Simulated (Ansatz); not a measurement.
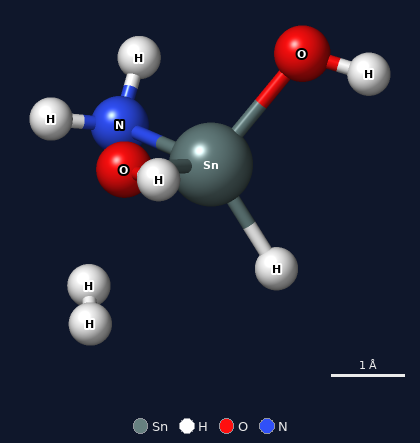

The input geometry (ball-and-stick view, seen at a tilt). Sticks mark near contacts. Bond lengths as drawn: H–H 0.72 Å, H–N 1.02 Å, H–O 0.97 Å, H–Sn 1.72 Å, N–Sn 2.08 Å and O–Sn 1.99 to 2.00 Å.

SnNH7O2: geometry relaxation (part 1 of 2)

- system: SnNH7O2
- method: RKS B3LYP-D4/def2-SVP (Ansatz 0.2.0)

It belongs to a series of runs on one base structure; here: end point B relaxed.

### Output
```
The last accepted step is kept in [file] (removed where the run ends without a failure and the disk answers)
Engine: ansatz 0.2.0, aarch64-unknown-linux-gnu
Functional definition: B3LYP
  parameter a0 = 0.2
  parameter ax = 0.72
  parameter ac = 0.81
  exchange = (1 - a0 - ax)*slater_x + ax*b88_x + a0*exact_x
  correlation = (1 - ac)*vwn_rpa_c + ac*lyp_c
1185 factors; integrals over basis functions are off by at most 5.4e-4 eV
mean field evaluation 1: about -11511.0126 eV, gradient 9.1e1 eV
mean field evaluation 2: about -11462.8809 eV, gradient 1.7e2 eV
mean field evaluation 4: about -11526.2119 eV, gradient 1.4e1 eV
mean field evaluation 8: about -11526.6342 eV, gradient 2.9e-1 eV
mean field evaluation 16: about -11526.6343 eV, gradient 1.1e-5 eV
mean field -11526.63434802 eV, -423.5959992562 hartree, gradient 1.1e-5 eV, S^2 0.000000; 0 other end points of the search recorded, 0 dependent functions left out
the calculation of the forces begins
reference -11526.63461227 eV, -423.5960089674 hartree; 26, 26 occupied and 77, 77 virtual orbitals, 1185 factors
relax step   1: F+E_penalty+E_count = -11526.94960813 eV  Δ(F+E_penalty+E_count) = +0.000e0 eV  max|allowed force component| = 1.864e0 eV/Å  Δτ_max = 0.0000 Å  (28 SCF iters, accepted)
these checks for a lower state are left out or cut short: starts, cluster_reference, orbital_swaps, neighbouring_geometries, increment
1185 factors; integrals over basis functions are off by at most 5.3e-4 eV
mean field -11526.72754000 eV, -423.5994239985 hartree, gradient 4.8e-6 eV, S^2 0.000000; 0 other end points of the search recorded, 0 dependent functions left out
[... from here on the field's lines of each further geometry are left out, up to the last ...]
relax step   2: F+E_penalty+E_count = -11527.03934084 eV  Δ(F+E_penalty+E_count) = -8.973e-2 eV  max|allowed force component| = 1.100e-1 eV/Å  Δτ_max = 0.1964 Å  (31 SCF iters, accepted)
relax step   3: F+E_penalty+E_count = -11527.05560713 eV  Δ(F+E_penalty+E_count) = -1.627e-2 eV  max|allowed force component| = 1.094e-1 eV/Å  Δτ_max = 0.1932 Å  (31 SCF iters, accepted)
relax step   4: F+E_penalty+E_count = -11527.05833245 eV  Δ(F+E_penalty+E_count) = -2.725e-3 eV  max|allowed force component| = 2.065e-1 eV/Å  Δτ_max = 0.1127 Å  (31 SCF iters, accepted)
relax step   5: F+E_penalty+E_count = -11527.06014240 eV  Δ(F+E_penalty+E_count) = -1.810e-3 eV  max|allowed force component| = 1.110e-1 eV/Å  Δτ_max = 0.0600 Å  (31 SCF iters, accepted)
relax step   6: F+E_penalty+E_count = -11527.06291692 eV  Δ(F+E_penalty+E_count) = -2.775e-3 eV  max|allowed force component| = 2.495e-1 eV/Å  Δτ_max = 0.1816 Å  (31 SCF iters, accepted)
relax step   7: F+E_penalty+E_count = -11527.06351483 eV  Δ(F+E_penalty+E_count) = -5.979e-4 eV  max|allowed force component| = 2.947e-1 eV/Å  Δτ_max = 0.1058 Å  (31 SCF iters, accepted)
relax step   8: F+E_penalty+E_count = -11527.06660550 eV  Δ(F+E_penalty+E_count) = -3.091e-3 eV  max|allowed force component| = 2.145e-1 eV/Å  Δτ_max = 0.0306 Å  (32 SCF iters, accepted)
relax step   9: F+E_penalty+E_count = -11527.06980380 eV  Δ(F+E_penalty+E_count) = -3.198e-3 eV  max|allowed force component| = 2.663e-2 eV/Å  Δτ_max = 0.0757 Å  (31 SCF iters, accepted)
relax step  10: F+E_penalty+E_count = -11527.07075052 eV  Δ(F+E_penalty+E_count) = -9.467e-4 eV  max|allowed force component| = 2.594e-1 eV/Å  Δτ_max = 0.1958 Å  (29 SCF iters, accepted)
relax step  11: F+E_penalty+E_count = -11527.07379971 eV  Δ(F+E_penalty+E_count) = -3.049e-3 eV  max|allowed force component| = 1.346e-1 eV/Å  Δτ_max = 0.0413 Å  (33 SCF iters, accepted)
relax step  12: F+E_penalty+E_count = -11527.07685696 eV  Δ(F+E_penalty+E_count) = -3.057e-3 eV  max|allowed force component| = 1.974e-2 eV/Å  Δτ_max = 0.0647 Å  (30 SCF iters, accepted)
relax step  13: F+E_penalty+E_count = -11527.07614821 eV  Δ(F+E_penalty+E_count) = +7.088e-4 eV  max|allowed force component| = 3.834e-1 eV/Å  Δτ_max = 0.1289 Å  (30 SCF iters, rejected (line search))
relax step  14: F+E_penalty+E_count = -11527.07817757 eV  Δ(F+E_penalty+E_count) = -1.321e-3 eV  max|allowed force component| = 2.897e-2 eV/Å  Δτ_max = 0.0629 Å  (31 SCF iters, accepted)
relax step  15: F+E_penalty+E_count = -11527.07890233 eV  Δ(F+E_penalty+E_count) = -7.248e-4 eV  max|allowed force component| = 1.290e-1 eV/Å  Δτ_max = 0.0976 Å  (31 SCF iters, accepted)
relax step  16: F+E_penalty+E_count = -11527.07967596 eV  Δ(F+E_penalty+E_count) = -7.736e-4 eV  max|allowed force component| = 8.160e-2 eV/Å  Δτ_max = 0.0161 Å  (25 SCF iters, accepted)
relax step  17: F+E_penalty+E_count = -11527.08060959 eV  Δ(F+E_penalty+E_count) = -9.336e-4 eV  max|allowed force component| = 4.060e-2 eV/Å  Δτ_max = 0.0734 Å  (31 SCF iters, accepted)
relax step  18: F+E_penalty+E_count = -11527.08100894 eV  Δ(F+E_penalty+E_count) = -3.993e-4 eV  max|allowed force component| = 1.712e-1 eV/Å  Δτ_max = 0.1816 Å  (28 SCF iters, accepted)
relax step  19: F+E_penalty+E_count = -11527.08198797 eV  Δ(F+E_penalty+E_count) = -9.790e-4 eV  max|allowed force component| = 5.589e-2 eV/Å  Δτ_max = 0.0242 Å  (32 SCF iters, accepted)
the calculation of the forces begins
reference -11526.79075680 eV, -423.6017471729 hartree; 26, 26 occupied and 77, 77 virtual orbitals, 1185 factors
relax step  20: F+E_penalty+E_count = -11527.08235571 eV  Δ(F+E_penalty+E_count) = -3.677e-4 eV  max|allowed force component| = 1.450e-2 eV/Å  Δτ_max = 0.0272 Å  (32 SCF iters, accepted)
1185 factors; integrals over basis functions are off by at most 5.6e-4 eV
mean field evaluation 160: about -11526.7905 eV, gradient 7.4e-2 eV
```

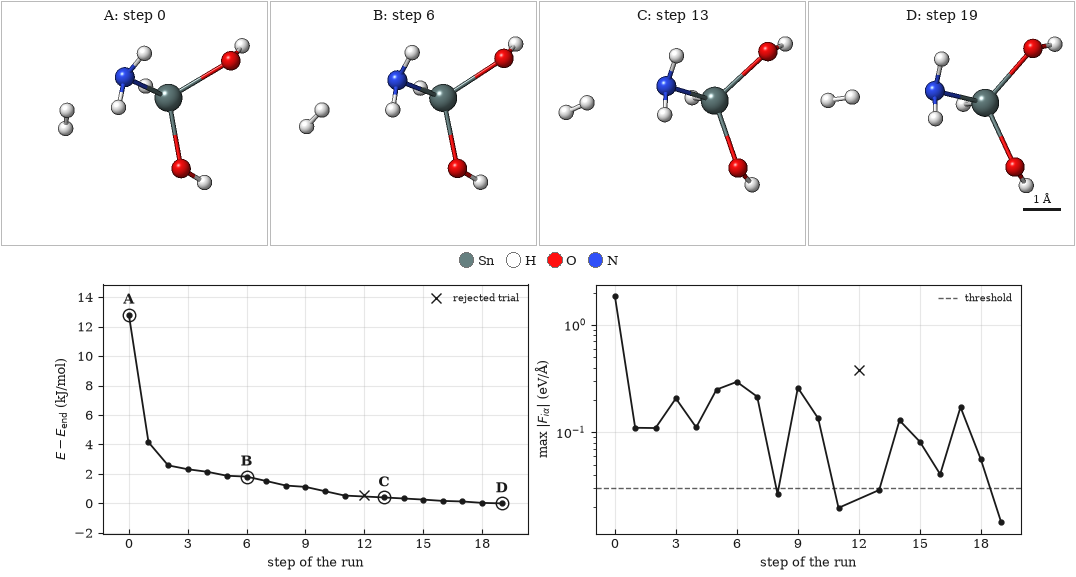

Frames of the relaxation (ball-and-stick view, seen at a tilt) above the curves, on which the letters mark them (the first geometry is step 0 here and step 1 in the log).

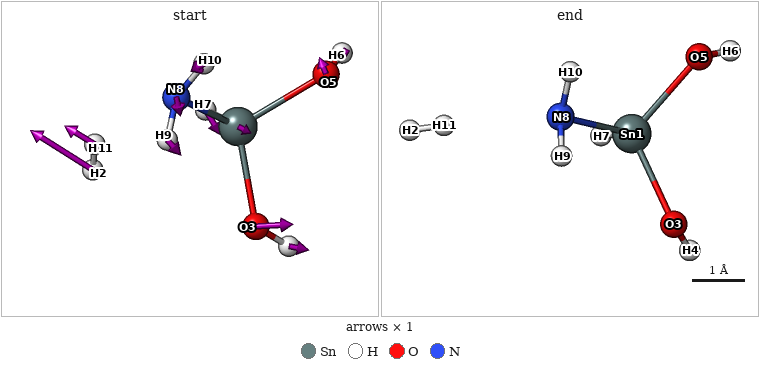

Before (left) and after (right) the relaxation, at one scale (ball-and-stick view, seen at a tilt). The pink arrows give the displacements, at true length. Over 19 geometry steps the energy falls by 12.8 kJ/mol. Largest force component: 1.9 eV/Å at the start, 0.015 eV/Å at the end. The line search rejected the trial step at point 12 (counted from 0) and went back. The atom that moves furthest after the best rigid fit is H2 (1.46 Å). By element the largest moves are H 1.46 Å, O 0.75 Å, N 0.42 Å, Sn 0.30 Å. Among the contacts that change: H2–H11 0.718 → 0.765 Å, Sn1–N8 2.080 → 2.034 Å, Sn1–O5 1.999 → 1.994 Å. Among the angles that change: O3–Sn1–H7 112.9° → 110.5°, O3–Sn1–O5 109.0° → 111.2°, Sn1–N8–H9 108.4° → 110.6°. (Atoms are counted from 1 in the order of the input.)

```
mean field -11526.79047374 eV, -423.6017367706 hartree, gradient 6.2e-6 eV, S^2 0.000000; 1 other end points of the search recorded, 0 dependent functions left out
the calculation of the forces begins
reference -11526.79075680 eV, -423.6017471729 hartree; 26, 26 occupied and 77, 77 virtual orbitals, 1185 factors
Total energy: -11527.08263877 eV, -423.6124736377 hartree
Atom 0 at     0.200249     0.483385    -0.384128 Å, force    -0.000762    -0.002008    -0.002428 eV/Å
Atom 1 at     0.562961     0.060955     3.878410 Å, force    -0.001476    -0.002199     0.004032 eV/Å
Atom 2 at     1.772352    -0.154594    -1.432287 Å, force     0.001186    -0.003078    -0.005084 eV/Å
Atom 3 at     1.646166    -1.031091    -1.821337 Å, force     0.001481     0.001551     0.000431 eV/Å
Atom 4 at    -0.922018     1.732840    -1.458583 Å, force    -0.003458    -0.000166    -0.004553 eV/Å
Atom 5 at    -1.545875     1.286773    -2.048026 Å, force     0.001667     0.002291     0.004546 eV/Å
Atom 6 at    -0.731485    -0.849150     0.176785 Å, force     0.001006     0.000704    -0.000019 eV/Å
Atom 7 at     1.012923     1.675018     1.049479 Å, force     0.001435    -0.014504     0.006780 eV/Å
Atom 8 at     2.026166     1.733784     0.934919 Å, force    -0.002130     0.003219    -0.000341 eV/Å
Atom 9 at     0.639001     2.623668     0.997188 Å, force     0.000126     0.007792    -0.000340 eV/Å
Atom 10 at     0.664059     0.477410     3.245081 Å, force     0.000924     0.006397    -0.003025 eV/Å
Dipole moment:    -0.223402    -0.338221    -0.198521 e Å
```

### Trajectory as extended XYZ (Å, eV, eV/Å), 20 frames, from step=1 to step=20
```
11
Properties=species:S:1:pos:R:3:forces:R:3 step=1 energy=-11526.94961
Sn    0.1317    0.5434   -0.1001    0.1433   0.4919   0.2240
H     0.8674   -0.4228    2.5831    0.1798  -1.8642   0.0674
O     1.7874   -0.3980   -0.6813    0.0038  -0.0129   0.0183
H     1.6297   -1.0615   -1.3671   -0.0016  -0.0027  -0.0139
O    -0.6503    1.5113   -1.6645   -0.0404  -0.0305  -0.0096
H    -1.5136    1.1598   -1.9275    0.0471   0.0255   0.0132
H    -1.0521   -0.5210    0.5457    0.0144  -0.0007   0.0001
N     0.8248    2.0385    1.1691   -0.2140  -0.2572  -0.4598
H     1.8420    1.9533    1.2440    0.0001  -0.0110  -0.0037
H     0.6452    2.9436    0.7248    0.0039  -0.0213   0.0036
H     0.8124    0.2924    2.6113   -0.1363   1.6831   0.1603
11
Properties=species:S:1:pos:R:3:forces:R:3 step=2 energy=-11527.03934
Sn    0.1306    0.5810   -0.1292   -0.0265   0.0118   0.0192
H     0.9148   -0.5304    2.7405    0.0159   0.0148   0.0476
O     1.7828   -0.3813   -0.6903    0.0063   0.0057  -0.0089
H     1.6245   -1.0555   -1.3658   -0.0023   0.0126   0.0079
O    -0.6579    1.5309   -1.6976   -0.0396  -0.0019  -0.0350
H    -1.5210    1.1725   -1.9486    0.0110   0.0201  -0.0175
H    -1.0386   -0.4948    0.5303    0.0130   0.0267  -0.0124
N     0.8064    2.0602    1.1110    0.0984  -0.0350  -0.1100
H     1.8208    1.9626    1.2156   -0.0599   0.0278   0.0295
H     0.6476    2.9685    0.6671   -0.0205  -0.0209   0.0175
H     0.8146    0.2253    2.7046    0.0041  -0.0617   0.0621
11
Properties=species:S:1:pos:R:3:forces:R:3 step=3 energy=-11527.05561
Sn    0.1207    0.5894   -0.1785    0.0499   0.1094   0.0550
H     0.9582   -0.5687    2.9248    0.0163  -0.0626   0.0346
O     1.7768   -0.3676   -0.7364   -0.0073  -0.0033  -0.0096
H     1.6198   -1.0464   -1.4074    0.0035  -0.0008   0.0000
O    -0.6673    1.5435   -1.7466   -0.0100  -0.0077  -0.0019
H    -1.5337    1.1938   -1.9977    0.0066   0.0087  -0.0075
H    -1.0506   -0.4789    0.4831   -0.0001  -0.0109   0.0110
N     0.8055    2.0536    1.0749    0.0515  -0.0269  -0.0822
H     1.8198    1.9691    1.1893   -0.0795  -0.0176  -0.0071
H     0.6348    2.9705    0.6535   -0.0144  -0.0458   0.0216
H     0.8405    0.1809    2.8787   -0.0166   0.0576  -0.0138
11
Properties=species:S:1:pos:R:3:forces:R:3 step=4 energy=-11527.05833
Sn    0.1204    0.5964   -0.1985   -0.0002  -0.0195  -0.0141
H     0.9819   -0.5761    3.0347   -0.0443   0.2065  -0.0197
O     1.7745   -0.3621   -0.7599   -0.0067   0.0041  -0.0126
H     1.6160   -1.0418   -1.4296    0.0028   0.0009   0.0023
O    -0.6693    1.5520   -1.7653   -0.0007  -0.0023   0.0125
H    -1.5375    1.2067   -2.0162    0.0024   0.0011  -0.0038
H    -1.0440   -0.4757    0.4717   -0.0035  -0.0034  -0.0046
N     0.8073    2.0426    1.0618    0.0864   0.0701  -0.0212
H     1.8228    1.9642    1.1671   -0.0806  -0.0064  -0.0054
H     0.6221    2.9660    0.6607    0.0024  -0.0560   0.0390
H     0.8302    0.1668    2.9110    0.0419  -0.1952   0.0278
11
Properties=species:S:1:pos:R:3:forces:R:3 step=5 energy=-11527.06014
Sn    0.1202    0.5940   -0.2101   -0.0078  -0.0246  -0.0108
H     0.9799   -0.5583    3.0919   -0.0233   0.1110  -0.0130
O     1.7735   -0.3611   -0.7790   -0.0038   0.0076  -0.0075
H     1.6148   -1.0373   -1.4521    0.0007   0.0009   0.0019
O    -0.6706    1.5559   -1.7722   -0.0006   0.0045   0.0107
H    -1.5388    1.2121   -2.0251    0.0022  -0.0009  -0.0014
H    -1.0439   -0.4810    0.4569   -0.0002  -0.0032  -0.0062
N     0.8097    2.0283    1.0623    0.0740   0.0708  -0.0244
H     1.8262    1.9530    1.1577   -0.0686   0.0009  -0.0048
H     0.6150    2.9577    0.6795    0.0090  -0.0687   0.0375
H     0.8385    0.1759    2.9279    0.0183  -0.0985   0.0180
11
Properties=species:S:1:pos:R:3:forces:R:3 step=6 energy=-11527.06292
Sn    0.1205    0.5708   -0.2439    0.0217   0.0194   0.0114
H     0.9562   -0.4688    3.2481   -0.0350   0.1434  -0.0269
O     1.7783   -0.3516   -0.8508   -0.0199  -0.0132  -0.0141
H     1.6220   -1.0123   -1.5399    0.0055   0.0051   0.0095
O    -0.6831    1.5770   -1.7712   -0.0103  -0.0002   0.0125
H    -1.5461    1.2310   -2.0383    0.0028  -0.0002  -0.0021
H    -1.0379   -0.5219    0.4062    0.0125  -0.0030  -0.0131
N     0.8362    1.9585    1.0669    0.0148   0.2187  -0.0675
H     1.8584    1.9042    1.1080   -0.1050   0.0217  -0.0126
H     0.5927    2.9078    0.7564    0.0819  -0.2495   0.0749
H     0.8273    0.2444    2.9961    0.0312  -0.1421   0.0280
```
